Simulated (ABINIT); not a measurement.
# A GW chain in ABINIT: CdSe (Cadmoselite), part 3 of 3

Wanted: ground state, empty states, screening and self-energy for CdSe (Cadmoselite).

ABINIT 10.8.3; PBE and many-body steps on it, plane waves. Known limits of the many-body steps: not at the basis limit; mesh may overstate the screening; no spin-orbit coupling; coarse k mesh.

So far. Step 3 (Bands along the symmetry lines): The gap is 0.701 eV, as in the run before at this level. Step 4 (Empty states on the mesh, 3×3×2 mesh, 128 bands): On this mesh the gap is 0.701 eV.

The database entry behind the starting cell differs from later determinations by our own check (inner coordinate of an old entry), so it need not match the best structure at ambient conditions.

### Step 5. Screening, 3×3×2 mesh, 118 bands, screening to 106.1 eV

The RPA dielectric matrix is built and inverted for each q.

This step: RPA screening on PBE, plane waves, norm-conserving pseudopotentials.

Input file run.abi:

```
acell 3*1.0 Angstrom
rprim 
  4.300000000016 -0.000000000004 0.000000000000
  -2.150000000005 3.723909236288 0.000000000000
  0.000000000000 0.000000000000 7.020000000000
ntypat 2
znucl 48 34
natom 4
typat 1 1 2 2
xred 
  0.333333333333 0.666666666667 0.000000000000
  0.666666666667 0.333333333333 0.500000000000
  0.333333333333 0.666666666667 0.385000000000
  0.666666666667 0.333333333333 0.885000000000
pp_dirpath "pseudos"
pseudos "Cd.upf, Se.upf"
ecut 48
ngkpt 3 3 2
nshiftk 1
shiftk 0 0 0
kptopt 1
chksymbreak 0
istwfk *1
occopt 1
irdwfk 1
optdriver 3
nband 118
ecuteps 3.9
inclvkb 2
awtr 1
symchi 1
indata_prefix "in"
outdata_prefix "out"
tmpdata_prefix "tmp"
```

On the command line:

```console
$ OMP_NUM_THREADS=1 mpirun -n 8 abinit run.abi > log
```

Numbers of over 12 decimals in the logs are rounded to 6 here.

The program printed:

```text
.Version 10.8.3 of ABINIT. v10.8.2 released Aug 2026.

 Symmetries : space group P6_3 m c (#186); Bravais hP (primitive hexag.)
[... echo of the input left out ...]
== DATASET  1 ==================================================================
-   mpi_nproc: 8, omp_nthreads: 1 (-1 if OMP is not activated)

--- !DatasetInfo
iteration_state: {dtset: 1, }
dimensions: {natom: 4, nkpt: 6, mband: 118, nsppol: 1, nspinor: 1, nspden: 1, mpw: 12066, }
cutoff_energies: {ecut:  48.0, pawecutdg:  -1.0, }
electrons: {nelect:   8.80000000E+01, charge:   0.00000000E+00, occopt:   1.00000000E+00, tsmear:   1.00000000E-02, }

 SCREENING: Calculation of the susceptibility and dielectric matrices

 Based on a program developped by R.W. Godby, V. Olevano, G. Onida, and L. Reining.
 Incorporated in ABINIT by V. Olevano, G.-M. Rignanese, and M. Torrent.
.Using double precision arithmetic ; gwpc =  8

[... cell and pseudopotentials left out ...]
--------------------------------------------------------------------------------

 ==== K-mesh for the wavefunctions ====
 Number of points in the irreducible wedge :     6
[... list of points left out ...]
 Together with 12 symmetry operations and time-reversal symmetry
 yields    18 points in the full Brillouin Zone.

 ==== Q-mesh for the screening function ====
 Number of points in the irreducible wedge :     6
[... list of points left out ...]
 Together with 12 symmetry operations and time-reversal symmetry
 yields    18 points in the full Brillouin Zone.

 setmesh: FFT mesh size selected  =    30x   30x   54
          total number of points  =        48600

 vcoul_init : cutoff-mode = AUXILIARY_FUNCTION
 q-points for optical limit:   1
     1)      0.000010    0.000020    0.000030

- screening: taking advantage of time-reversal symmetry
- Maximum band index for partially occupied states nbvw = 44
- Remaining bands to be divided among processors   nbcw = 74
- Number of bands treated by each node ~9

 Number of electrons calculated from density =   88.0000; Expected =   88.0000
 average of density, n =  0.116006
 r_s =    1.2720
 omega_plasma =   32.8546 [eV]

 calculating chi0 at frequencies [eV] :
  1    0.000000E+00    0.000000E+00
  2    0.000000E+00    3.285461E+01

--------------------------------------------------------------------------------
  q-point number  1        q = ( 0.000000, 0.000000, 0.000000) [r.l.u.]
--------------------------------------------------------------------------------
[... chi0 elements left out ...]
 For q-point:  0.000010 0.000020 0.000030
  dielectric constant =  45.1936
  dielectric constant without local fields =  47.4909

  Average fulfillment of the sum rule on Im[epsilon] for q-point    1 :     28.45  [%]
[... wings left out ...]
  q-point number  2        q = ( 0.333333, 0.000000, 0.000000) [r.l.u.]
--------------------------------------------------------------------------------
[... chi0 elements left out ...]
  Average fulfillment of the sum rule on Im[epsilon] for q-point    2 :     31.48  [%]

 [... 4 further q-points ...]
```

The job ended after 48 s (8 MPI ranks of Intel Xeon Platinum 8488C (Sapphire Rapids), shared host; peak memory 3.4 GiB).

Numbers from this step:

- ε∞ with local fields, on this mesh, along the program's q direction: 45.19
- the same without local fields: 47.49
- plasma frequency: 32.85 eV
- plane waves in the screening matrix: 287

Local fields lower ε∞ by 5 %. On a Γ-centred mesh this coarse the value itself is usually too large, while a short band sum pulls it down.

### Step 6. Self-energy, 3×3×2 mesh, 118 bands, screening to 106.1 eV

The self-energy is evaluated for the states that the input lists, and the levels follow from it, in one-shot runs by the linearised quasiparticle equation.

This step: G0W0 on PBE, plane waves, norm-conserving pseudopotentials.

Edit run.abi of step 5 so:

```diff
@@ -25,8 +25,15 @@
 irdwfk 1
-optdriver 3
+optdriver 4
 nband 118
+gwcalctyp 0
+ecutsigx 48
+symsigma 1
+nkptgw 1
+kptgw 
+  0.0000000000 0.0000000000 0.0000000000
+bdgw 
+  43 46
 ecuteps 3.9
-inclvkb 2
-awtr 1
-symchi 1
+irdscr 1
+ppmodel 1
 indata_prefix "in"
```

The program printed:

```text
.Version 10.8.3 of ABINIT. v10.8.2 released Aug 2026.

 Symmetries : space group P6_3 m c (#186); Bravais hP (primitive hexag.)
[... echo of the input left out ...]
== DATASET  1 ==================================================================
-   mpi_nproc: 8, omp_nthreads: 1 (-1 if OMP is not activated)

--- !DatasetInfo
iteration_state: {dtset: 1, }
dimensions: {natom: 4, nkpt: 6, mband: 118, nsppol: 1, nspinor: 1, nspden: 1, mpw: 12066, }
cutoff_energies: {ecut:  48.0, pawecutdg:  -1.0, }
electrons: {nelect:   8.80000000E+01, charge:   0.00000000E+00, occopt:   1.00000000E+00, tsmear:   1.00000000E-02, }

 SIGMA: Calculation of the GW corrections

 Based on a program developped by R.W. Godby, V. Olevano, G. Onida, and L. Reining.
 Incorporated in ABINIT by V. Olevano, G.-M. Rignanese, and M. Torrent.
.Using double precision arithmetic ; gwpc =  8

[... cell and pseudopotentials left out ...]
--------------------------------------------------------------------------------

 ==== K-mesh for the wavefunctions ====
 Number of points in the irreducible wedge :     6
[... list of points left out ...]
 Together with 12 symmetry operations and time-reversal symmetry
 yields    18 points in the full Brillouin Zone.

 ==== Q-mesh for screening function ====
 Number of points in the irreducible wedge :     6
[... list of points left out ...]
 Together with 12 symmetry operations and time-reversal symmetry
 yields    18 points in the full Brillouin Zone.

 vcoul_init : cutoff-mode = AUXILIARY_FUNCTION
 q-points for optical limit:   1
     1)      0.000010    0.000020    0.000030
 setmesh: FFT mesh size selected  =    45x   45x   90
          total number of points  =       182250

 Number of electrons calculated from density =   88.0000; Expected =   88.0000
 average of density, n =  0.116006
 r_s =    1.2720
 omega_plasma =   32.8546 [eV]

 === KS Band Gaps ===
  >>>> For spin  1
   Minimum direct gap =   0.7009 [eV], located at k-point      :   0.0000  0.0000  0.0000
   Fundamental gap    =   0.7009 [eV], Top of valence bands at :   0.0000  0.0000  0.0000
                                       Bottom of conduction at :   0.0000  0.0000  0.0000
 SIGMA fundamental parameters:
 PLASMON POLE MODEL  1
 number of plane-waves for SigmaX                12065
 number of plane-waves for SigmaC and W            287
 number of plane-waves for wavefunctions         12065
 number of bands                                   118
 number of independent spin polarizations            1
 number of spinorial components                      1
 number of k-points in IBZ                           6
 number of q-points in IBZ                           6
 number of symmetry operations                      12
 number of k-points in BZ                           18
 number of q-points in BZ                           18
 number of frequencies for dSigma/dE                 9
 frequency step for dSigma/dE [eV]                0.25
 number of omega for Sigma on real axis              0
 max omega for Sigma on real axis  [eV]           0.00
 zcut for avoiding poles [eV]                     0.10

 EPSILON^-1 parameters (SCR file):
 dimension of the eps^-1 matrix on file            287
 dimension of the eps^-1 matrix used               287
 number of plane-waves for wavefunctions         12065
 number of bands                                   118
 number of q-points in IBZ                           6
 number of frequencies                               2
 number of real frequencies                          1
 number of imag frequencies                          1

 matrix elements of self-energy operator (all in [eV])

 Perturbative Calculation

--- !SelfEnergy_ee
iteration_state: {dtset: 1, }
kpoint     : [   0.000,    0.000,    0.000, ]
spin       : 1
KS_gap     :    0.701
QP_gap     :    1.228
Delta_QP_KS:    0.527
data: !SigmaeeData |
     Band     E0 <VxcDFT>   SigX SigC(E0)      Z dSigC/dE  Sig(E)    E-E0       E
       43   4.863 -16.067 -18.597   2.526   0.795  -0.258 -16.070  -0.003   4.860
       44   4.863 -16.067 -18.597   2.526   0.795  -0.258 -16.070  -0.003   4.860
       45   5.564 -11.825  -8.023  -3.161   0.817  -0.224 -11.301   0.525   6.089
       46   6.985 -11.485  -7.233  -3.461   0.818  -0.223 -10.838   0.646   7.632

== END DATASET(S) ==============================================================
================================================================================

 -outvars: echo values of variables after computation  --------
           etotal      0.0000000000E+00
            nband         118
             nkpt           6
          spgroup         186
 [... the other variables as echoed above ...]

 Calculation completed.
```

Wall time 5.5 s (8 MPI ranks); peak memory 2.3 GiB.

Numbers from this step:

* G0W0 gap on the points computed: 1.229 eV
* starting gap on the mesh: 0.7010 eV
* k of the valence top: 0, 0, 0
* k of the conduction bottom: 0, 0, 0
* Z at the valence top: 0.795
* Z at the conduction bottom: 0.817
* least direct G0W0 gap on the computed points: 1.229 eV

The gap on the mesh goes from 0.70 eV to 1.23 eV, a correction of +0.53 eV.

Limits: finite bands, cutoff and mesh; no spin-orbit coupling; coarse k mesh. v1 is the top filled band, c1 the lowest empty one. The levels before and after the correction (eV, zero at the valence-band top of each column):

```csv
,conduction bottom,valence top
Kohn-Sham,0.70,0.00
G0W0,1.23,0.00
```

```csv
,level,energy (eV)
Kohn-Sham,Γ v2-v1,0.000
Kohn-Sham,Γ c1,0.701
Kohn-Sham,Γ c2,2.122
G0W0,Γ v2-v1,0.000
G0W0,Γ c1,1.229
G0W0,Γ c2,2.772
```

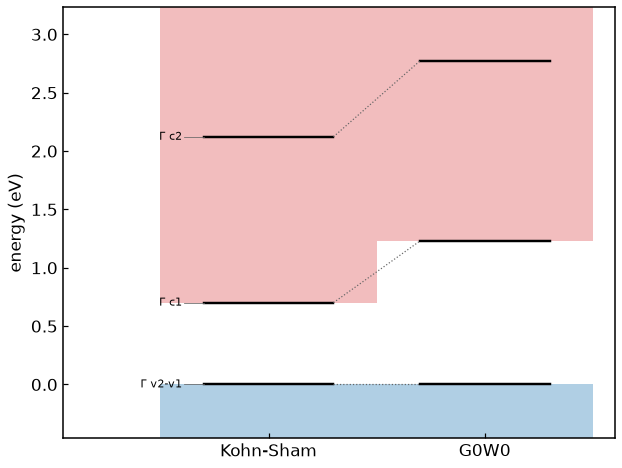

Levels before and after the correction. Shaded: valence and conduction bands.

### Step 7. Where the time went

Times are wall times on 8 MPI ranks of Intel Xeon Platinum 8488C (Sapphire Rapids), shared host, good to a factor of about two.

```csv
step,time,share,memory (GiB)
ground state,2.1 min,31 %,1.2
bands along the symmetry lines,2.8 min,40 %,1.5
empty states on the mesh,71 s,17 %,0.99
screening,48 s,12 %,3.4
self-energy,5.5 s,1 %,2.3
```

### Step 8. What came out

```yaml
pbe_gap: 0.70 eV, direct
g0w0_gap_on_the_mesh: 1.23 eV
gw_settings: 3×3×2 mesh, 118 bands, screening to 106.1 eV, Godby-Needs plasmon pole
known_limits: not at the basis limit; mesh may overstate the screening; no spin-orbit coupling; coarse k mesh
```

What this shows: G0W0 moves the gap on the mesh from 0.70 eV to 1.23 eV (+0.53 eV), with Z of 0.80 and 0.82 at the edges. Local fields lower the RPA ε∞ on this mesh from 47.49 to 45.19; a Γ-centred mesh this coarse tends to raise both, most where the direct gap is narrow, while a short band sum lowers them. Only 1 of the mesh's irreducible points was corrected, so a valley elsewhere could overtake. Bands and cutoff are finite, so the gap is not at the basis limit. The miss can reach some tenths of an eV and take either sign; the mesh is an error of its own. In the G0W0 run levels were corrected at 1 k point alone, so a gap called «on the mesh» is the least over those, and an edge elsewhere would be missed. The 3×3×2 mesh is coarse for this cell, which bears on the long-range parts of exchange and screening. The RPA ε∞ on this mesh reaches over 25; with a narrow direct gap a coarse mesh can overstate it, and the correction is then too small. The many-body steps are scalar-relativistic: spin-orbit coupling is not in them.

[Paths, hosts, dates, memory and timing lines, banners, echoed tables and standing remarks are left out of the program output.]

[Logs are printed without paths, hosts, clocks, repeated set-up lines and the standing remarks that a program may print on its own settings, such as how far it seeks lower states.]

[Runs of the session that timed out or met a known fault of the program may be left out.]

[Hosts, paths, dates, database ids (printed as entryN), source tags and the programs' standing remarks are cut or masked in the printed files.]

[G0W0 gaps are taken among the corrected bands and points alone; a level outside them can change the order at an edge.]

[Where Ansatz stands beside ABINIT at settings called matched, ABINIT's density can come from a denser mesh and the files from another edition; pairs whose starting gaps differed by over 0.03 eV were left out, so agreement reads better than it is.]
